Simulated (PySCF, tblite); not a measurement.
# C₃H₃F₃O₂S: excited states, first hyperpolarisability

Aim: compute the excited states, first hyperpolarisability of C₃H₃F₃O₂S (`C=CS(=O)(=O)C(F)(F)F`).

Computed with tblite 0.8.0 and PySCF 2.14.0 and routines of our own; the level stands in each step. Atoms count from 0.

## 1. The starting structure

12 atoms, charge 0, multiplicity 1; geometry from: force field or distance geometry start.

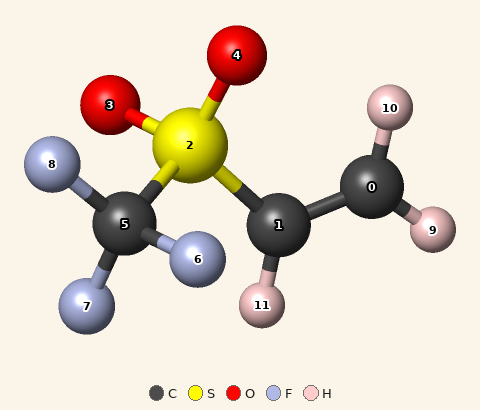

The starting geometry (carbon dark grey, sulfur yellow, oxygen red, fluorine light blue, hydrogen pink).

## 2. Optimising the geometry with GFN2-xTB

Job settings and geometry (Å):

```
{"job": {"kind": "relax", "xc": "GFN2-xTB", "basis": "xTB"}, "charge": 0, "multiplicity": 1}
C      2.139000    -0.049900     0.193600
C      0.935400    -0.612900     0.096200
S     -0.327200     0.314800    -0.645800
O     -0.618700    -0.157400    -2.060500
O     -0.045000     1.768700    -0.708600
C     -1.803100     0.033800     0.340400
F     -1.527800     0.468800     1.617600
F     -1.983600    -1.308600     0.404500
F     -2.844400     0.735800    -0.213000
H      2.989800    -0.529400     0.644900
H      2.301500     0.963200    -0.190300
H      0.785300    -1.627500     0.494900
```

Started as:

```console
OMP_NUM_THREADS=1 python excited_run.py task.json out
```

This one command runs all jobs of the session in turn.

What it wrote:

```text
step      E/eV     max force
  0    -909.44024    7.187
  1    -910.02357    2.364
  2    -910.12045    0.743
  3    -910.17348    0.696
  4    -910.20633    0.619
  5    -910.21782    0.334
  6    -910.22731    0.324
  7    -910.23658    0.346
  8    -910.24200    0.245
  9    -910.24426    0.157
 10    -910.24537    0.109
 11    -910.24636    0.115
 12    -910.24784    0.074
 13    -910.24837    0.058
 14    -910.24893    0.052
 15    -910.24958    0.075
 16    -910.25061    0.096
 17    -910.25165    0.093
 18    -910.25256    0.080
 19    -910.25342    0.094
 20    -910.25445    0.093
 21    -910.25550    0.093
 22    -910.25630    0.064
 23    -910.25686    0.063
 24    -910.25745    0.066
 25    -910.25822    0.092
 26    -910.25909    0.076
 27    -910.25981    0.079
 28    -910.26039    0.084
 29    -910.26114    0.108
 30    -910.26237    0.157
 31    -910.26407    0.156
 32    -910.26587    0.132
 33    -910.26758    0.113
 34    -910.26945    0.134
 35    -910.27202    0.216
 36    -910.27536    0.234
 37    -910.27901    0.180
 38    -910.28111    0.315
 39    -910.28262    0.227
 40    -910.28510    0.130
 41    -910.28697    0.109
 42    -910.28860    0.080
 43    -910.28987    0.083
 44    -910.29090    0.081
 45    -910.29159    0.078
 46    -910.29206    0.080
 47    -910.29256    0.069
 48    -910.29300    0.065
 49    -910.29368    0.074
 50    -910.29405    0.069
 51    -910.29475    0.062
 52    -910.29508    0.039
 53    -910.29529    0.033
 54    -910.29543    0.035
 55    -910.29555    0.021
 56    -910.29563    0.034
 57    -910.29569    0.023
 58    -910.29574    0.021
 59    -910.29581    0.030
 60    -910.29594    0.043
 61    -910.29607    0.045
 62    -910.29618    0.035
 63    -910.29626    0.027
 64    -910.29633    0.031
 65    -910.29641    0.035
 66    -910.29649    0.028
 67    -910.29656    0.024
 68    -910.29661    0.024
 69    -910.29665    0.018
 70    -910.29667    0.018
 71    -910.29669    0.012
 72    -910.29670    0.007
```

It took 0.43 s on 1 thread of Arm Neoverse V1, shared host; peak memory 0.18 GiB.

Step by step: (not every step is listed)

| step | energy from step 0 (eV) | largest force (eV/Å) |
| --- | --- | --- |
| 0 | 0.0000 | 7.1870 |
| 1 | -0.5833 | 2.3644 |
| 2 | -0.6802 | 0.7425 |
| 3 | -0.7332 | 0.6963 |
| 4 | -0.7661 | 0.6189 |
| 5 | -0.7776 | 0.3337 |
| 6 | -0.7871 | 0.3244 |
| 7 | -0.7963 | 0.3462 |
| 8 | -0.8018 | 0.2450 |
| 13 | -0.8081 | 0.0584 |
| 18 | -0.8123 | 0.0799 |
| 23 | -0.8166 | 0.0632 |
| 28 | -0.8202 | 0.0845 |
| 33 | -0.8273 | 0.1126 |
| 38 | -0.8409 | 0.3155 |
| 43 | -0.8496 | 0.0829 |
| 48 | -0.8528 | 0.0645 |
| 53 | -0.8551 | 0.0333 |
| 58 | -0.8555 | 0.0206 |
| 63 | -0.8560 | 0.0274 |
| 67 | -0.8563 | 0.0243 |
| 68 | -0.8564 | 0.0235 |
| 69 | -0.8564 | 0.0180 |
| 70 | -0.8564 | 0.0176 |
| 71 | -0.8564 | 0.0119 |
| 72 | -0.8565 | 0.0073 |

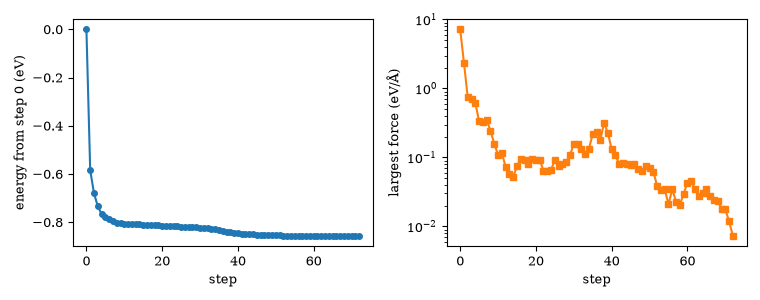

Energy and largest force along the relaxation.

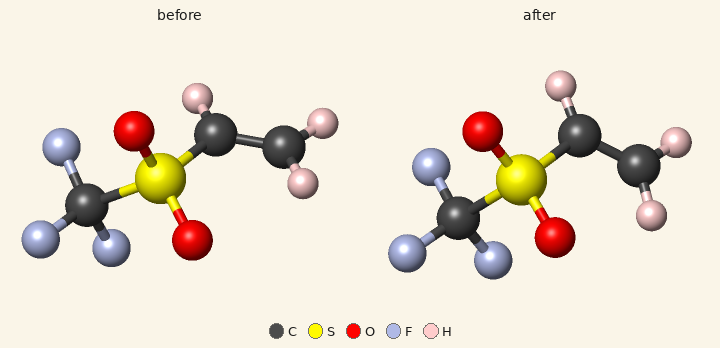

The geometry before (left) and after (right).

Close pairs (by a distance rule), those that changed most:

| bond | before (Å) | after (Å) | change (Å) |
| --- | --- | --- | --- |
| S2–C5 | 1.797 | 1.900 | +0.103 |
| S2–O3 | 1.520 | 1.426 | -0.094 |
| S2–O4 | 1.482 | 1.427 | -0.056 |
| C1–S2 | 1.734 | 1.787 | +0.054 |
| C5–F8 | 1.372 | 1.321 | -0.051 |
| C5–F6 | 1.377 | 1.334 | -0.043 |
| C1–H11 | 1.100 | 1.075 | -0.026 |
| C5–F7 | 1.356 | 1.334 | -0.022 |

The end geometry stands in the next job.

## 3. Harmonic vibrations with GFN2-xTB

Job settings and geometry (Å):

```
{"job": {"kind": "ir", "xc": "GFN2-xTB", "basis": "xTB"}, "charge": 0, "multiplicity": 1}
C      1.966564    -0.010576     0.431767
C      1.003144    -0.663986    -0.176632
S     -0.316071     0.269438    -0.939987
O     -0.823070    -0.406080    -2.088949
O      0.018716     1.653948    -1.017722
C     -1.644410     0.118663     0.409680
F     -1.179576     0.660148     1.536695
F     -1.887110    -1.170418     0.650860
F     -2.775607     0.715875     0.078154
H      2.787396    -0.506333     0.923933
H      1.954262     1.067613     0.438902
H      0.896961    -1.728977    -0.272726
```

What it wrote:

```text
mode    cm-1     km/mol
  1      32.1      1.42
  2      52.3      0.40
  3     117.7      6.83
  4     130.8      5.60
  5     198.4      1.81
  6     217.2      0.55
  7     279.3      0.87
  8     297.7      7.31
  9     376.7     49.14
 10     443.1     77.49
 11     468.7     54.10
 12     474.7     49.79
 13     485.7     41.23
 14     598.3    145.04
 15     655.0     11.45
 16     696.0    134.04
 17     902.5      3.41
 18     949.4      1.83
 19    1011.1     42.26
 20    1068.4    235.22
 21    1097.3    200.59
 22    1124.2     40.69
 23    1157.6    241.21
 24    1176.5    147.57
 25    1299.6    510.29
 26    1352.1      4.61
 27    1676.7      1.01
 28    3091.9      0.19
 29    3119.9      0.08
 30    3135.3      1.53
```

It took 0.36 s on 1 thread of Arm Neoverse V1, shared host; peak memory 0.18 GiB.

The strongest bands and the atoms that carry them (share of the mass-weighted mode):

| cm⁻¹ | km/mol | atoms |
| --- | --- | --- |
| 443 | 77.5 | S2 20 %, F7 18 %, F8 14 %, F6 10 % |
| 598 | 145.0 | C1 31 %, H9 19 %, H10 14 % |
| 696 | 134.0 | S2 34 %, C1 27 % |
| 1068 | 235.2 | C5 55 %, F6 13 %, F7 11 % |
| 1097 | 200.6 | C5 72 %, F7 15 %, F6 13 % |
| 1158 | 241.2 | C5 32 %, H11 20 %, F8 13 % |
| 1176 | 147.6 | H11 26 %, O4 18 %, S2 12 %, O3 12 % |
| 1300 | 510.3 | S2 43 %, O3 29 %, O4 25 % |

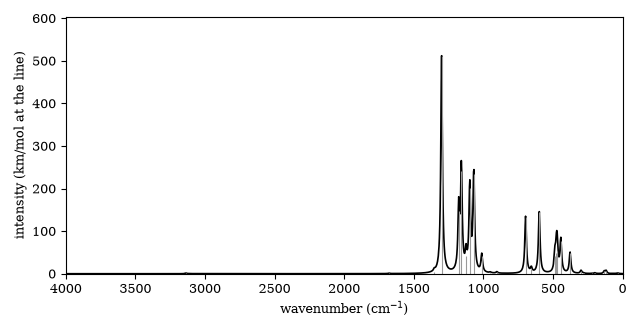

The infrared spectrum from these modes, unscaled. Lines are broadened to a width of 14 cm⁻¹ (Lorentzian).

## 4. Excited states: TDA PBE0/aug-cc-pVDZ

Settings changed since step 3:

```diff
@@ -1,2 +1,2 @@
-{"job": {"kind": "ir", "xc": "GFN2-xTB", "basis": "xTB"}, "charge": 0, "multiplicity": 1}
+{"job": {"kind": "states", "xc": "PBE0", "basis": "aug-cc-pVDZ", "tda": true, "soc": true, "nstates": 6, "ntriplets": 5, "nquad": 4}, "charge": 0, "multiplicity": 1}
 C      1.966564    -0.010576     0.431767
```

Method: TDA PBE0/aug-cc-pVDZ excited states, vertical, gas phase, spin-orbit mean-field couplings.

What it wrote:

```text
coarse grid: 12176 points
cycle   1  E = -963.1714831262  dE =  2.333e+00  |g| = 1.389e+00  |ddm| = 8.224e+00
cycle   2  E = -961.8813003097  dE =  1.290e+00  |g| = 2.982e+00  |ddm| = 7.255e+00
cycle   3  E = -963.5283746343  dE = -1.647e+00  |g| = 2.173e-01  |ddm| = 5.431e+00
cycle   4  E = -963.5335177268  dE = -5.143e-03  |g| = 1.598e-01  |ddm| = 7.147e-01
cycle   5  E = -963.5384664388  dE = -4.949e-03  |g| = 2.750e-02  |ddm| = 2.615e-01
cycle   6  E = -963.5386313896  dE = -1.650e-04  |g| = 8.627e-03  |ddm| = 6.886e-02
cycle   7  E = -963.5386474203  dE = -1.603e-05  |g| = 3.312e-03  |ddm| = 1.866e-02
cycle   8  E = -963.5386495735  dE = -2.153e-06  |g| = 9.779e-04  |ddm| = 5.594e-03
final grid: 118720 points
cycle   9  E = -963.5479851856  dE = -3.225e-05  |g| = 1.011e-02  |ddm| = 1.374e-01
cycle  10  E = -963.5479586877  dE =  2.650e-05  |g| = 1.537e-02  |ddm| = 4.876e-02
cycle  11  E = -963.5480070682  dE = -4.838e-05  |g| = 2.341e-03  |ddm| = 2.787e-02
cycle  12  E = -963.5480081491  dE = -1.081e-06  |g| = 2.908e-04  |ddm| = 4.803e-03
cycle  13  E = -963.5480081607  dE = -1.155e-08  |g| = 1.859e-04  |ddm| = 7.317e-04
cycle  14  E = -963.5480081685  dE = -7.843e-09  |g| = 3.969e-05  |ddm| = 3.357e-04
cycle  15  E = -963.5480081687  dE = -2.249e-10  |g| = 2.116e-05  |ddm| = 8.382e-05
converged SCF energy = -963.5480081687

Singlet excitations
state   eV       nm        f     d(h-e)  d(exc)  Lambda  PR(NTO)  |dmu|/D   mu/D   main configurations
  1   5.7286   216.4   0.00402   1.646   3.108   0.474   1.013    4.751    1.911   H->L 0.97
  2   6.2963   196.9   0.00368   2.048   3.183   0.651   1.009    5.608    1.544   H-1->L 0.69, H-2->L 0.28
  3   6.8712   180.4   0.00428   2.079   3.190   0.296   1.019    5.688    1.568   H-3->L 0.96
  4   6.9696   177.9   0.02527   1.845   3.166   0.497   1.015    5.277    1.321   H-4->L 0.82, H-2->L 0.11
  5   7.7472   160.0   0.36596   0.405   2.784   0.609   1.191                     H-2->L 0.48, H-1->L 0.20, H-4->L 0.14
  6   7.9531   155.9   0.01449   2.678   4.721   0.253   1.053                     H->L+1 0.92

Triplet excitations (Tamm-Dancoff)
state   eV     d(h-e)  d(exc)  Lambda  PR(NTO)   main configurations
  1   4.3610   0.117   2.068   0.665   1.007   H-2->L 0.52, H-1->L 0.38
  2   5.3459   1.466   3.015   0.478   1.013   H->L 0.93
  3   6.1299   1.909   3.110   0.667   1.006   H-1->L 0.57, H-2->L 0.40
  4   6.6644   1.887   3.089   0.301   1.013   H-3->L 0.90
  5   6.7188   1.654   3.024   0.455   1.071   H-4->L 0.83
S1 - T1 = 1.3676 eV

Spin-orbit couplings |<S|Hso|T>| (cm-1)
             T1       T2       T3       T4       T5
S0        0.875    4.484   16.300   17.243   10.515
S1        6.726    1.963   32.519   10.702   38.322
S2        9.062   29.046    3.983   41.067   34.616
S3        5.289    9.079   40.033    8.171    8.765
S4        8.475   41.427   37.711    7.407    1.248
S5        2.236    6.252    7.759    6.977    6.267
S6        1.187    6.124    0.929    2.078    1.571
T1 sublevels (cm-1): 0.000 0.000 0.003   radiative rates (1/s): 0.266 2.54 2.66
```

Run time: 47 s. Hardware: 1 thread of Arm Neoverse V1, shared host; peak memory 0.91 GiB.

From this job:

| quantity | value |
| --- | --- |
| S1 less T1 | 1.37 eV |

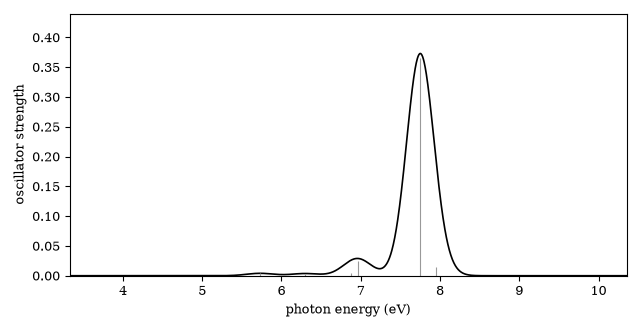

Absorption lines of the singlets. Lines are broadened to a width of 0.40 eV (Gaussian).

## 5. Excited states: TDDFT PBE0/aug-cc-pVDZ

Settings changed since step 4:

```diff
@@ -1,2 +1,2 @@
-{"job": {"kind": "states", "xc": "PBE0", "basis": "aug-cc-pVDZ", "tda": true, "soc": true, "nstates": 6, "ntriplets": 5, "nquad": 4}, "charge": 0, "multiplicity": 1}
+{"job": {"kind": "states", "xc": "PBE0", "basis": "aug-cc-pVDZ", "tpa": true, "nstates": 6, "nquad": 5, "ntriplets": 0}, "charge": 0, "multiplicity": 1}
 C      1.966564    -0.010576     0.431767
```

Level: TDDFT PBE0/aug-cc-pVDZ excited states, vertical, gas phase, two-photon moments by quadratic response.

What it wrote:

```text
coarse grid: 12176 points
cycle   1  E = -963.1714831262  dE =  2.333e+00  |g| = 1.389e+00  |ddm| = 8.224e+00
cycle   2  E = -961.8813003097  dE =  1.290e+00  |g| = 2.982e+00  |ddm| = 7.255e+00
cycle   3  E = -963.5283746343  dE = -1.647e+00  |g| = 2.173e-01  |ddm| = 5.431e+00
cycle   4  E = -963.5335177268  dE = -5.143e-03  |g| = 1.598e-01  |ddm| = 7.147e-01
cycle   5  E = -963.5384664388  dE = -4.949e-03  |g| = 2.750e-02  |ddm| = 2.615e-01
cycle   6  E = -963.5386313896  dE = -1.650e-04  |g| = 8.627e-03  |ddm| = 6.886e-02
cycle   7  E = -963.5386474203  dE = -1.603e-05  |g| = 3.312e-03  |ddm| = 1.866e-02
cycle   8  E = -963.5386495735  dE = -2.153e-06  |g| = 9.779e-04  |ddm| = 5.594e-03
final grid: 118720 points
cycle   9  E = -963.5479851856  dE = -3.225e-05  |g| = 1.011e-02  |ddm| = 1.374e-01
cycle  10  E = -963.5479586877  dE =  2.650e-05  |g| = 1.537e-02  |ddm| = 4.876e-02
cycle  11  E = -963.5480070682  dE = -4.838e-05  |g| = 2.341e-03  |ddm| = 2.787e-02
cycle  12  E = -963.5480081491  dE = -1.081e-06  |g| = 2.908e-04  |ddm| = 4.803e-03
cycle  13  E = -963.5480081607  dE = -1.155e-08  |g| = 1.859e-04  |ddm| = 7.317e-04
cycle  14  E = -963.5480081685  dE = -7.843e-09  |g| = 3.969e-05  |ddm| = 3.357e-04
cycle  15  E = -963.5480081687  dE = -2.249e-10  |g| = 2.116e-05  |ddm| = 8.382e-05
converged SCF energy = -963.5480081687

Singlet excitations
state   eV       nm        f     d(h-e)  d(exc)  Lambda  PR(NTO)  |dmu|/D   mu/D   delta(TPA)   sigma/GM   main configurations
  1   5.7030   217.4   0.00316   1.648   3.109   0.473   1.016    4.742    1.908        3.63      0.043   H->L 0.98
  2   6.2819   197.4   0.00418   2.042   3.183   0.650   1.011    5.566    1.511        1.33      0.019   H-1->L 0.72, H-2->L 0.26
  3   6.8584   180.8   0.00322   2.075   3.187   0.294   1.019    5.682    1.560        6.12      0.105   H-3->L 0.97
  4   6.9331   178.8   0.05012   1.729   3.141   0.523   1.027    4.884    1.037       10.13      0.178   H-4->L 0.69, H-2->L 0.21
  5   7.3839   167.9   0.27921   0.268   2.668   0.599   1.180    0.717    4.287        7.34      0.147   H-2->L 0.48, H-4->L 0.28, H-1->L 0.17
  6   7.9456   156.0   0.00475   2.687   4.722   0.248   1.020                                            H->L+1 0.92
```

Wall time 55 s (1 thread of Arm Neoverse V1, shared host); peak memory 0.94 GiB.

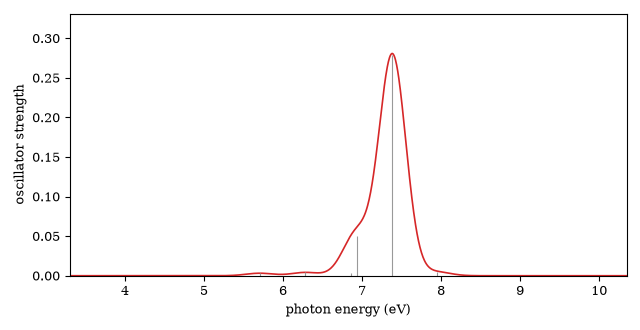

Absorption lines of the singlets. Lines are broadened to a width of 0.40 eV (Gaussian).

## 6. First hyperpolarisability: quadratic response PBE0/aug-cc-pVDZ

Settings changed since step 5:

```diff
@@ -1,2 +1,2 @@
-{"job": {"kind": "states", "xc": "PBE0", "basis": "aug-cc-pVDZ", "tpa": true, "nstates": 6, "nquad": 5, "ntriplets": 0}, "charge": 0, "multiplicity": 1}
+{"job": {"kind": "beta", "xc": "PBE0", "basis": "aug-cc-pVDZ", "wavelengths": [1907, 1064]}, "charge": 0, "multiplicity": 1}
 C      1.966564    -0.010576     0.431767
```

Method: quadratic response PBE0/aug-cc-pVDZ first hyperpolarisability, Taylor convention, gas phase.

What it wrote:

```text
coarse grid: 12176 points
cycle   1  E = -963.1714831262  dE =  2.333e+00  |g| = 1.389e+00  |ddm| = 8.224e+00
cycle   2  E = -961.8813003097  dE =  1.290e+00  |g| = 2.982e+00  |ddm| = 7.255e+00
cycle   3  E = -963.5283746343  dE = -1.647e+00  |g| = 2.173e-01  |ddm| = 5.431e+00
cycle   4  E = -963.5335177268  dE = -5.143e-03  |g| = 1.598e-01  |ddm| = 7.147e-01
cycle   5  E = -963.5384664388  dE = -4.949e-03  |g| = 2.750e-02  |ddm| = 2.615e-01
cycle   6  E = -963.5386313896  dE = -1.650e-04  |g| = 8.627e-03  |ddm| = 6.886e-02
cycle   7  E = -963.5386474203  dE = -1.603e-05  |g| = 3.312e-03  |ddm| = 1.866e-02
cycle   8  E = -963.5386495735  dE = -2.153e-06  |g| = 9.779e-04  |ddm| = 5.594e-03
final grid: 118720 points
cycle   9  E = -963.5479851856  dE = -3.225e-05  |g| = 1.011e-02  |ddm| = 1.374e-01
cycle  10  E = -963.5479586877  dE =  2.650e-05  |g| = 1.537e-02  |ddm| = 4.876e-02
cycle  11  E = -963.5480070682  dE = -4.838e-05  |g| = 2.341e-03  |ddm| = 2.787e-02
cycle  12  E = -963.5480081491  dE = -1.081e-06  |g| = 2.908e-04  |ddm| = 4.803e-03
cycle  13  E = -963.5480081607  dE = -1.155e-08  |g| = 1.859e-04  |ddm| = 7.317e-04
cycle  14  E = -963.5480081685  dE = -7.843e-09  |g| = 3.969e-05  |ddm| = 3.357e-04
cycle  15  E = -963.5480081687  dE = -2.249e-10  |g| = 2.116e-05  |ddm| = 8.382e-05
converged SCF energy = -963.5480081687

Lowest singlets (eV, f): 5.7030 0.0032  6.2819 0.0042  6.8584 0.0032

First hyperpolarisability (au)
process     nm      |vector|   parallel      HRS      DR
static         -      172.06     -75.56      63.43   8.464
shg       1907.0      176.88     -77.74      65.25   8.389
eope      1907.0      173.64     -76.27          -       -
shg       1064.0      188.48     -83.01      69.64   8.222
eope      1064.0      177.23      -77.9          -       -
```

It took 44 s on 1 thread of Arm Neoverse V1, shared host; peak memory 0.85 GiB.

## 7. Results

| quantity | value |
| --- | --- |
| strongest single infrared mode (GFN2-xTB) | 1300 cm⁻¹, 510 km/mol |
| zero-point energy (GFN2-xTB) | 39.6 kcal/mol |
| S1 less T1 (step 4, TDA PBE0/aug-cc-pVDZ) | 1.37 eV |
| β vector (step 6, quadratic response PBE0/aug-cc-pVDZ) | static 172, SHG 1907.0 nm 177, SHG 1064.0 nm 188 au |

**Reading.** No mode is imaginary among the 30: a minimum at this level. The strongest single mode, at 1300 cm⁻¹, has its largest shares on S2, O3 and O4 (the list is cut at 3 atoms). Unscaled tight-binding wavenumbers are off by several per cent, some by more. Its intensities can rank the bands wrongly. In step 4, the number of triplets below S1 is 2, and the largest singlet-triplet spin-orbit coupling is S4–T2, 41.43 cm⁻¹. β grows from 172 au (static) to 188 au for doubling at 1064.0 nm: normal dispersion, which grows as twice the photon energy moves toward the bright states.
